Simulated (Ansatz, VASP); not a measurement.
# AlCo in two plane-wave programs

Aim: how closely do two programs agree when they are given the same cell, functional and k mesh?

Program: Ansatz 0.2.0. Level of theory: plane waves, with VASP 6.6.1 beside it; single point at PBE. Results are calculated unless marked as measured.

**1. Starting point**

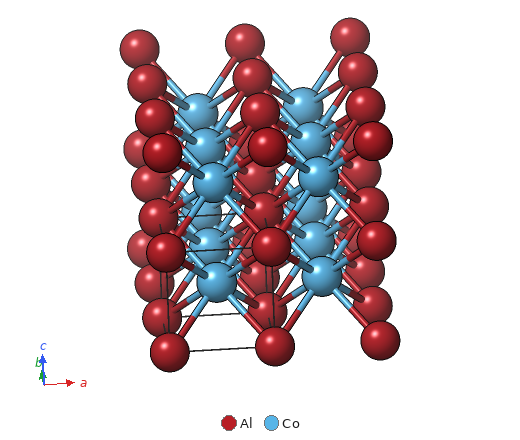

The cell as given, slightly off an axis (aluminium red, cobalt blue). 2×3×2 cells are drawn. Some periodic images of atoms are drawn too.

**2. Ansatz: single point, PBE**

Ansatz runs on its default PAW (the set named soft_2) files.

A single point gives forces, pressure and levels at one fixed geometry, so differences don't come from the geometry; what else differs is listed under the comparison.

Input file input.yaml:

```yaml
crystal:
  lattice:
    - [2.81940321, 0.0, 0.0]
    - [0.0, 2.81940321, 0.0]
    - [0.0, 0.0, 2.81940321]
  atoms:
    - { symbol: Al, position: [0.0, 0.0, 0.0] }
    - { symbol: Co, position: [0.5, 0.5, 0.5], spin: 2.0 }
hamiltonian:
  xc: pbe
  pseudopotentials: { kind: paw }
magnetization:
  spin_polarized: true
kpoints:
  mp_grid: { grid: [9, 9, 9] }
scf:
  occupations: { method: fermi_dirac, width: 0.05 }
  n_extra_bands: 7
output:
  forces: true
  stress: true
  eigenvalues: true
```

Command:

```console
ansatz run input.yaml --threads 2 --pin off --max-ram 4608MiB --backend cpu --events-out ev --progress --plain --runs-dir out
```

Numbers of over 12 decimals in the logs are rounded to 6 here.

The log of the run:

```text
scf.n_extra_bands = 7 over 10 filled bands (N_el = 20.0): the run solves 17 bands
Engine: ansatz 0.2.0, aarch64-unknown-linux-gnu
Pseudopotentials: kind: paw
Pseudopotential: Al, paw, valence charge 3, recommended cutoff 420 eV (normal), Al.paw.azcp
Pseudopotential: Co, paw, valence charge 17, recommended cutoff 420 eV (normal), Co.paw.azcp
Functional definition: PBE
  parameter kappa = 0.804
  parameter beta = 0.066725
  exchange = pbe_x(kappa = kappa, mu = beta*pi^2/3)
  correlation = pbe_c(beta = beta)
Crystal: 2 atoms, lattice volume = 22.412 Å³
Basis set: ecut = 420 eV, 461 PW (Γ), exchange–correlation on 40×40×40 points (8 copies of the dense FFT grid, shifted against one another)
Bands: 17, of which v1, the nominal top of the filled ones, is band 10 counted from 1 (9 counted from 0)
Symmetry: 48 space group operations
Space group: Pm-3m (ITA 221), of the structure as read, at distance tolerance 2.8e-5 Å
Magnetic group: BNS 221.92 (UNI 1594), of the structure as read, at distance tolerance 2.8e-5 Å
k-points: 35 of 729
Non-local potential: Al, projectors of the file, l = 0: 2, l = 1: 2, l = 2: 1
Non-local potential: Co, projectors of the file, l = 0: 3, l = 1: 2, l = 2: 3, l = 3: 1
PAW form: soft (Blöchl's): semilocal exchange-correlation on the pseudo side does not see the compensation charge
PAW one-centre angular grid: Al, 110 points (default); XC on 64 Gauss nodes
PAW one-centre angular grid: Co, 590 points (default); XC on 64 Gauss nodes
Initial density: superposition of atomic densities (chi_scale 0.1, normalization cell)
Starting moments: Σ|m| = 2 μB on 1 of 2 sites
Initial wavefunctions: pseudopotential atomic-orbital guess
Functional: x = pbe(κ = 0.804, μ = 0.219515), c = pbe(β = 0.066725)
SCF iter   1: F=—  HF=-5664.336918 eV  |F-HF|=—  |Δ(HF+E_count)|=         —  Δρ=2.29e-1 (↑2.29e-1 ↓1.20e-1)  dr2=1.93e0  dr2_m=6.07e0  M=0.113 μB ∫|m|=0.274 μB  β_m=0.30  ethr=3.10e-3  ⟨swp⟩=4.9  Hψ=5322  notcnv=0  defer=7
Mixer restart at iter 1: flushing history
preconditioner: auto → none  [metal: Δε(μ)=0.012 eV  Ē_g=11.675 eV  σ=0.050 eV  W_gap=0.06  n_scr=6 (ndim 8)  ℏωp=27.2 eV  f_vac=0.000  D(μ)=1.05/eV (n_scr^D=6)  sad-step TF]
SCF iter   2: F=—  HF=-5663.553434 eV  |F-HF|=—  |Δ(HF+E_count)|=   7.83e-1  Δρ=1.36e-1 (↑1.20e-1 ↓1.36e-1)  dr2=2.27e-1  dr2_m=3.30e0  M=0.095 μB ∫|m|=0.190 μB  β_m=0.55  ethr=3.10e-3  ⟨swp⟩=2.5  Hψ=2625  notcnv=0  defer=113
SCF iter   3: F=—  HF=-5665.585571 eV  |F-HF|=—  |Δ(HF+E_count)|=    2.03e0  Δρ=1.28e-1 (↑1.28e-1 ↓3.59e-2)  dr2=3.49e0  dr2_m=4.86e-1  M=0.034 μB ∫|m|=0.099 μB  β_m=0.50  ethr=1.14e-3  ⟨swp⟩=3.0  Hψ=2851  notcnv=0  defer=114
SCF iter   4: F=—  HF=-5664.788683 eV  |F-HF|=—  |Δ(HF+E_count)|=   7.97e-1  Δρ=1.29e-2 (↑1.29e-2 ↓1.19e-2)  dr2=8.04e-2  dr2_m=5.03e-4  M=0.013 μB ∫|m|=0.038 μB  β_m=0.75  ethr=1.14e-3  ⟨swp⟩=2.6  Hψ=2898  notcnv=0  defer=114
SCF iter   5: F=—  HF=-5664.829300 eV  |F-HF|=—  |Δ(HF+E_count)|=   4.06e-2  Δρ=1.48e-2 (↑1.14e-2 ↓1.48e-2)  dr2=9.95e-2  dr2_m=6.12e-4  M=0.008 μB ∫|m|=0.024 μB  β_m=0.87  ethr=4.02e-4  ⟨swp⟩=2.0  Hψ=1915  notcnv=0  defer=114
SCF iter   6: F=—  HF=-5664.828506 eV  |F-HF|=—  |Δ(HF+E_count)|=   7.94e-4  Δρ=2.52e-3 (↑2.52e-3 ↓2.12e-3)  dr2=3.54e-3  dr2_m=1.01e-5  M=0.001 μB ∫|m|=0.004 μB  β_m=0.78  ethr=4.02e-4  ⟨swp⟩=2.1  Hψ=1859  notcnv=0  defer=114
SCF iter   7: F=—  HF=-5664.828638 eV  |F-HF|=—  |Δ(HF+E_count)|=   1.31e-4  Δρ=9.49e-4 (↑9.49e-4 ↓3.68e-4)  dr2=2.16e-4  dr2_m=1.96e-5  M=0.001 μB ∫|m|=0.004 μB  β_m=0.89  ethr=1.77e-5  ⟨swp⟩=1.1  Hψ=1619  notcnv=0  defer=114
SCF iter   8: F=—  HF=-5664.828620 eV  |F-HF|=—  |Δ(HF+E_count)|=   1.73e-5  Δρ=2.24e-4 (↑2.24e-4 ↓4.61e-5)  dr2=8.54e-6  dr2_m=3.35e-6  M=0.000 μB ∫|m|=0.001 μB  β_m=0.87  ethr=1.08e-6  ⟨swp⟩=1.4  Hψ=1302  notcnv=0  defer=114
SCF iter   9: F=—  HF=-5664.828645 eV  |F-HF|=—  |Δ(HF+E_count)|=   2.45e-5  Δρ=6.71e-5 (↑6.71e-5 ↓2.62e-5)  dr2=1.79e-6  dr2_m=1.03e-7  M=0.000 μB ∫|m|=0.000 μB  β_m=0.94  ethr=4.27e-8  ⟨swp⟩=1.5  Hψ=1304  notcnv=0  defer=114
SCF iter  10: F=—  HF=-5664.828645 eV  |F-HF|=—  |Δ(HF+E_count)|=   4.58e-7  Δρ=1.54e-5 (↑1.54e-5 ↓3.75e-6)  dr2=5.63e-8  dr2_m=7.78e-9  M=0.000 μB ∫|m|=0.000 μB  β_m=0.92  ethr=8.94e-9  ⟨swp⟩=1.9  Hψ=1372  notcnv=0  defer=114
SCF iter  11: F=—  HF=-5664.828645 eV  |F-HF|=—  |Δ(HF+E_count)|=   1.94e-9  Δρ=8.00e-7 (↑4.15e-7 ↓8.00e-7)  dr2=1.94e-10  dr2_m=1.60e-11  M=0.000 μB ∫|m|=0.000 μB  β_m=0.96  ethr=2.82e-10  ⟨swp⟩=2.2  Hψ=1692  notcnv=0  defer=114
SCF iter  12: F=-5664.828645 eV  HF=-5664.828645 eV  |F-HF|=1.27e-10  |Δ(HF+E_count)|=  3.73e-11  Δρ=5.11e-7 (↑5.11e-7 ↓4.36e-7)  dr2=1.45e-10  dr2_m=4.49e-13  M=0.000 μB ∫|m|=0.000 μB  ethr=1.00e-12  ⟨swp⟩=5.7  Hψ=4507  notcnv=0
SCF 1 converged in 12 iterations: F = -5664.828645 eV  dr2 = 1.45e-10
  greatest PAW one-centre occupation: 1.000 electrons in one spin orbital (limit 2), on the Co atom at site 1 (counted from 0), in its partial waves of l = 1
WARN: the starting moments were not kept: the SCF closed with an absolute magnetisation of 8.2e-7 μB, where they sum to 2 μB in size (1 site). That is at most 0.1 of that sum. Measured as dr2_m measures the in/out step, that magnetisation stands 1.2e-12 eV from none, at or under the dr2_threshold of 1.0e-7 eV: it is no larger than a step whose dr2_m would equal this threshold. The system may hold no moment; this SCF  [...]
SCF converged after 12 iterations
Magnetization: 0.0000 μB (10.0000 up, 10.0000 down)
Absolute magnetization: 0.0000 μB (∫|ρ↑−ρ↓|, with the PAW one-centre terms)
Spin contamination: 0.0000 ħ² per cell (⟨S²⟩ above its minimum at these occupations)
Per-site moments (μB) at R_I (Å): [(-2.023530642398735e-8, 1.007191), (6.169062863364954e-7, 1.007191)]
Free energy (F): -5664.828645 eV
Harris-Foulkes:  -5664.828645 eV  (|F-HF|=1.27e-10)
Internal energy: -5664.824274 eV  (E = F + TS)
E sigma→0 (E₀):  -5664.826460 eV
Entropy (-TS):   -0.004371 eV (-2.185 meV/atom)
Fermi energy:    15.061362 eV
--- Per-component energies (eV) ---
  E_band       = -274.160906
  E_kinetic    = 484.981379
  E_local      = -3632.540251  (includes V_loc(G=0)·N_el)
  E_nonlocal   = 466.583739
  E_hartree    = 1571.043157
  E_xc         = -201.387795
  E_vxc        = -237.663983  (∫ρ·V_xc dr)
  E_paw        = -1985.456350  (= ΣΔE_a)
  E_vpaw       = -497.609172  (= ΣTr[D̂ρ^β])
  E_aug_tail   = 0.000109  (compensation charges beyond the density's cutoff)
  E_ewald      = -2368.048262
  E_smearing   = -0.004371  (= −TS)
  E_closure    = 0.000000  (closes the sum)
  Σ components = -5664.828645   (vs F -5664.828645, Δ=0.00e0)
--- Forces (eV/Å), atoms counted from 1 ---
  atom   1  Al    -0.00000000     0.00000000    -0.00000000
  atom   2  Co     0.00000000     0.00000000     0.00000000
  max |Σ_I F_I| component: 1.28e-28 eV/Å
--- Stress (GPa, compression-positive) ---
        6.629510       0.000000       0.000000
       -0.000000       6.629510       0.000000
        0.000000       0.000000       6.629510
  P = ⅓ Tr σ = 6.6295 GPa (66.295 kbar)
--- Band table (eV; the first three rows and the last of 70) ---
  k-point 0 ↑: bands = [... 6 lower, 11.9353, 14.1834, 14.1834, 14.1834, 21.1568, 21.1568, 21.1568, 23.8842, ... 3 higher]
  k-point 1 ↑: bands = [... 6 lower, 12.0028, 14.0556, 14.0556, 14.1973, 19.3587, 21.4864, 21.4864, 23.8428, ... 3 higher]
  k-point 2 ↑: bands = [... 6 lower, 12.1798, 13.7609, 13.7609, 14.2325, 17.0930, 22.3901, 22.3901, 23.7257, ... 3 higher]
  k-point 34 ↓: bands = [... 6 lower, 11.0316, 14.6524, 14.6524, 16.2686, 17.4807, 17.4807, 19.4694, 20.9067, ... 3 higher]
```

The job ended after 2.6 s (2 threads of Arm Neoverse N1, shared host; peak memory 0.28 GiB).

The run ends at a pressure of 6.63 GPa.

**3. VASP: single point, PBE**

The same cell, functional, mesh and smearing now go to VASP, with its own data sets and cutoff.

Lines of VASP's logs that name or quote its potential files are left out, and so is its time.

Input file INCAR:

```
SYSTEM = AlCo
PREC = Accurate
ENCUT = 400
EDIFF = 1E-06
NELM = 100
ISMEAR = -1
SIGMA = 0.05
LREAL = .FALSE.
ALGO = Normal
GGA = PE
NBANDS = 15
ISPIN = 2
MAGMOM = 0 2
LASPH = .TRUE.
LMAXMIX = 4
LORBIT = 11
LWAVE = .FALSE.
LCHARG = .TRUE.
ISIF = 2
LELF = .TRUE.
LVHAR = .TRUE.
```

Input file POSCAR:

```
AlCo
1.0
    2.8194032100      0.0000000000      0.0000000000
    0.0000000000      2.8194032100      0.0000000000
    0.0000000000      0.0000000000      2.8194032100
Al Co
1 1
Direct
    0.0000000000      0.0000000000      0.0000000000
    0.5000000000      0.5000000000      0.5000000000
```

Input file KPOINTS:

```
Automatic mesh
0
Gamma
9 9 9
0 0 0
```

PAW data sets: Al and Co (PBE family, release 64).

Command:

```console
mpirun -np 2 vasp_std
```

The log of the run:

```text
[banner, memory and clock lines left out]
running    2 mpi-ranks, on    1 nodes
 distrk:  each k-point on    2 cores,    1 groups
 distr:  one band on    1 cores,    2 groups

 POSCAR found type information on POSCAR AlCo
 POSCAR found :  2 types and       2 ions
 LDA part: xc-table for (Slater+PW92), standard interpolation
|                                                                             |
|           W    W    AA    RRRRR   N    N  II  N    N   GGGG   !!!           |
|           W    W   A  A   R    R  NN   N  II  NN   N  G    G  !!!           |
|           W    W  A    A  R    R  N N  N  II  N N  N  G       !!!           |
|           W WW W  AAAAAA  RRRRR   N  N N  II  N  N N  G  GGG   !            |
|           WW  WW  A    A  R   R   N   NN  II  N   NN  G    G                |
|           W    W  A    A  R    R  N    N  II  N    N   GGGG   !!!           |
|                                                                             |
|     The number of bands has been changed from the values supplied in        |
|     The orbitals not found in the WAVECAR file will be initialized with     |
|     random numbers, which is usually adequate. For correlated               |
|     calculations, however, you should redo the groundstate calculation.     |
|     I found NBANDS = 15. Now, NBANDS = 16.                                  |
|                                                                             |

 POSCAR, INCAR and KPOINTS ok, starting setup
 FFT: planning ... GRIDC
 FFT: planning ... GRID_SOFT
 FFT: planning ... GRID
 WAVECAR not read
 entering main loop
       N       E                     dE             d eps       ncg     rms          rms(c)
DAV:   1     0.289871350463E+02    0.28987E+02   -0.42619E+03  2304   0.650E+02
DAV:   2    -0.119110121258E+02   -0.40898E+02   -0.36424E+02  2648   0.135E+02
DAV:   3    -0.131995401525E+02   -0.12885E+01   -0.12760E+01  2760   0.261E+01
DAV:   4    -0.132182440248E+02   -0.18704E-01   -0.18695E-01  2904   0.289E+00
DAV:   5    -0.132188459287E+02   -0.60190E-03   -0.60190E-03  2800   0.543E-01    0.137E+01
DAV:   6    -0.157085283800E+02   -0.24897E+01   -0.44775E+01  2672   0.760E+01    0.162E+01
DAV:   7    -0.119962803823E+02    0.37122E+01   -0.24239E+01  2712   0.487E+01    0.253E+00
DAV:   8    -0.119898921992E+02    0.63882E-02   -0.17743E-01  2752   0.276E+00    0.129E+00
DAV:   9    -0.119804683841E+02    0.94238E-02   -0.40241E-02  3024   0.151E+00    0.792E-01
DAV:  10    -0.119798069419E+02    0.66144E-03   -0.18504E-03  3040   0.301E-01    0.188E-01
DAV:  11    -0.119798332364E+02   -0.26294E-04   -0.12410E-04  2880   0.845E-02    0.110E-01
DAV:  12    -0.119798348942E+02   -0.16578E-05   -0.12565E-04  2888   0.881E-02    0.365E-02
DAV:  13    -0.119798366916E+02   -0.17975E-05   -0.75742E-06  2656   0.233E-02    0.986E-03
DAV:  14    -0.119798372343E+02   -0.54263E-06   -0.75378E-07  1552   0.677E-03
   1 F= -.11979837E+02 E0= -.11977673E+02  d E =-.432872E-02  mag=     0.0002
```

Parts of OUTCAR (step 3):

```text
ion  position               nearest neighbor table
   1  0.000  0.000  0.000-   2 2.44   2 2.44   2 2.44   2 2.44   2 2.44   2 2.44   2 2.44   2 2.44

  LATTYP: Found a simple cubic cell.
 ALAT       =     2.8194032100

 Subroutine GETGRP returns: Found 48 space group operations
 (whereof 48 operations were pure point group operations)

The static configuration has the point symmetry O_h .

 Found     35 irreducible k-points:

   k-points           NKPTS =     35   k-points in BZ     NKDIM =     35   number of bands    NBANDS=     16

   dimension x,y,z NGX =    18 NGY =   18 NGZ =   18
   dimension x,y,z NGXF=    36 NGYF=   36 NGZF=   36

   ENCUT  =  400.0 eV  29.40 Ry    5.42 a.u.   4.60  4.60  4.60*2*pi/ulx,y,z

   NELECT =      12.0000    total number of electrons

 k-points in reciprocal lattice and weights: Automatic mesh
   0.00000000  0.00000000  0.00000000       0.001
   0.11111111  0.00000000  0.00000000       0.008
   0.22222222  0.00000000  0.00000000       0.008
   0.33333333  0.00000000  0.00000000       0.008
   0.44444444  0.00000000  0.00000000       0.008
   0.11111111  0.11111111  0.00000000       0.016
   0.22222222  0.11111111  0.00000000       0.033
   0.33333333  0.11111111  0.00000000       0.033
   0.44444444  0.11111111  0.00000000       0.033
[...]
0.44444444  0.44444444  0.33333333       0.033
   0.44444444  0.44444444  0.44444444       0.011

 average (electrostatic) potential at core
       1 -68.7331       2 -77.3901

 E-fermi :  11.0142

 spin component 1
 k-point     1 :       0.0000    0.0000    0.0000
  band No.  band energies     occupation
    ...
      2       7.9105      1.00000
      3       7.9105      1.00000
      4      10.1383      1.00000
      5      10.1383      1.00000
      6      10.1383      1.00000
      7      17.1469      0.00000
      8      17.1469      0.00000
      9      17.1469      0.00000
     10      19.8865      0.00000
     11      19.8865      0.00000
    ...

 k-point     2 :       0.1111    0.0000    0.0000
  band No.  band energies     occupation
    ...
      2       7.8817      1.00000
      3       7.9775      1.00000
      4      10.0122      1.00000
      5      10.0122      1.00000
      6      10.1524      1.00000
      7      15.3387      0.00000
      8      17.4771      0.00000
      9      17.4771      0.00000
     10      19.8487      0.00000
     11      21.5273      0.00000
    ...

 k-point     3 :       0.2222    0.0000    0.0000
  band No.  band energies     occupation
    ...
      2       7.6218      1.00000
      3       8.1532      1.00000
      4       9.7202      1.00000
      5       9.7202      1.00000
      6      10.1869      1.00000
      7      13.0608      0.00000
      8      18.3840      0.00000
      9      18.3840      0.00000
     10      19.7388      0.00000
     11      23.3420      0.00000
    ...

 k-point     4 :       0.3333    0.0000    0.0000
  band No.  band energies     occupation
    ...
      2       6.6771      1.00000
      3       8.3648      1.00000
      4       9.4262      1.00000
      5       9.4262      1.00000
      6      10.2264      1.00000
      7      11.6855      0.00000
      8      19.5898      0.00000
      9      19.7122      0.00000
     10      19.7122      0.00000
     11      24.7131      0.00000
    ...

 k-point     5 :       0.4444    0.0000    0.0000
  band No.  band energies     occupation
    ...
      2       5.0546      1.00000
      3       8.5105      1.00000
      4       9.2510      1.00000
      5       9.2510      1.00000
      6      10.2524      1.00000
      7      11.2520      0.00853
      8      19.4759      0.00000
      9      21.2908      0.00000
     10      21.2908      0.00000
     11      23.6016      0.00000
    ...

 k-point     6 :       0.1111    0.1111    0.0000
  band No.  band energies     occupation
    ...
      2       7.9238      1.00000
      3       7.9880      1.00000
      4       9.8675      1.00000
      5       9.9993      1.00000
      6      10.0572      1.00000
      7      15.2898      0.00000
      8      15.9677      0.00000
      9      17.8016      0.00000
     10      20.6699      0.00000
     11      22.5024      0.00000
    ...

  Total        0.8805675      0.8805675      0.8805675      0.0000000     -0.0000000      0.0000000
  in kB       62.9508627     62.9508627     62.9508627      0.0000000     -0.0000000      0.0000000
  external PRESSURE =      62.9508627 kB  Pullay stress =       0.0000000 kB

  energy-cutoff  :      400.00
  volume of cell :       22.41
      direct lattice vectors                 reciprocal lattice vectors
     2.819403210  0.000000000  0.000000000     0.354684990  0.000000000  0.000000000
     0.000000000  2.819403210  0.000000000     0.000000000  0.354684990  0.000000000
     0.000000000  0.000000000  2.819403210     0.000000000  0.000000000  0.354684990

 POSITION                                       TOTAL-FORCE (eV/Angst)
 -----------------------------------------------------------------------------------
      0.00000      0.00000      0.00000         0.000000      0.000000      0.000000
      1.40970      1.40970      1.40970         0.000000      0.000000      0.000000
 -----------------------------------------------------------------------------------
    total drift:                                0.000000     -0.000000      0.000000

  FREE ENERGIE OF THE ION-ELECTRON SYSTEM (eV)
  ---------------------------------------------------
  free  energy   TOTEN  =       -11.9798372343 eV

  energy  without entropy=      -11.9755085174  energy(sigma->0) =      -11.97767288

 total charge
# of ion       s       p       d       tot
------------------------------------------
    1        0.399   0.444   0.000   0.842
    2        0.447   0.534   7.529   8.510
--------------------------------------------------
tot          0.845   0.978   7.529   9.352

 magnetization (x)
# of ion       s       p       d       tot
------------------------------------------
    1       -0.000  -0.000   0.000  -0.000
    2       -0.000  -0.000   0.001   0.001
--------------------------------------------------
tot         -0.000  -0.000   0.001   0.001

[... 6 further parts left out ...]
```

The run ends at a pressure of 6.30 GPa.

**4. Side by side**

Known differences besides the PAW data sets themselves: the data sets hold 20 valence electrons in Ansatz (default PAW (the set named soft_2) files) and 12 in VASP; the cutoff is 420 eV in Ansatz and 400 eV in VASP. Total energies have different zeros and are not compared.

Both answers:

```tsv
quantity	Ansatz	VASP	difference
pressure (GPa)	6.63	6.30	+0.33
```

Ansatz's pressure holds a Pulay correction of 0.12 GPa; VASP's holds none.

**5. What moves the difference**

An all-electron run, which needs no data sets, serves as referee.

```tsv
run	difference in pressure (GPa)
as above	0.33
Ansatz's all-electron LAPW method	0.27
```

**6. Results**

| Quantity | Value |
| --- | --- |
| difference in pressure (single point, PBE) | 0.33 GPa |

In words: The difference in pressure is 0.33 GPa (single point, PBE), within the 1 GPa picked in this series as the mark of a large difference. For single point, PBE: no further run halves the difference in pressure; only Ansatz's side was varied. The all-electron run, which needs no data set, lies 0.27 GPa from VASP and 0.061 GPa from Ansatz's PAW result, so it sides with Ansatz. Differences of this kind measure data sets and numerical settings, not the functional's error against experiment.

[Lines on the potential files, build, host, timing and source positions are cut from VASP's logs without a mark.]

[Logs are printed without paths, hosts, clocks, repeated set-up lines and the standing remarks that a program may print on its own settings, such as how far it seeks lower states.]

[Hosts, paths, dates, database ids (printed as entryN), source tags and the programs' standing remarks are cut or masked in the printed files.]
